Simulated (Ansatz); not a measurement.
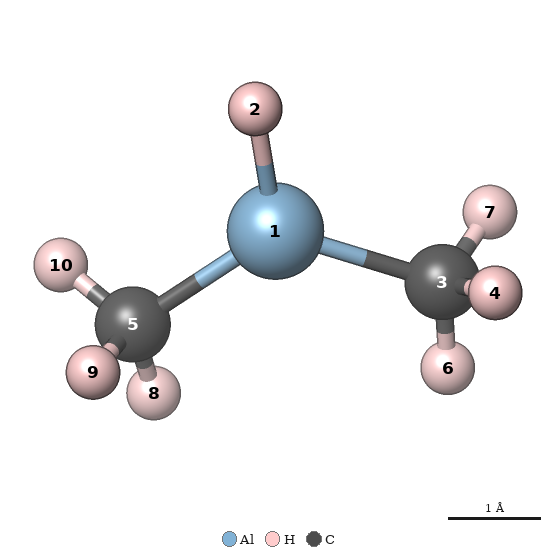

Orthographic view. Depth is shown by fading: the farther an atom, the more it takes the colour of the background. The geometry was computed by an optimisation with PBE0-D4/def2-TZVP.

Give the geometry as a Z-matrix, atoms in numerical order, with these reference atoms: 2 to 1; 3 to 1, 2; 4 to 3, 1, 2; 5 to 1, 2, 3; 6 to 3, 4, 1; 7 to 3, 6, 4; 8 to 5, 1, 2; 9 to 5, 8, 1; 10 to 5, 8, 9.

```
Al 
H    1   1.595
C    1   1.954   2   118.5
H    3   1.096   1   110.8   2    57.0
C    1   1.954   2   118.7   3   179.2
H    3   1.093   4   107.9   1  -124.8
H    3   1.096   6   107.8   4   114.0
H    5   1.093   1   113.3   2   166.1
H    5   1.097   8   107.2   1  -121.5
H    5   1.094   8   108.3   9  -114.1
```
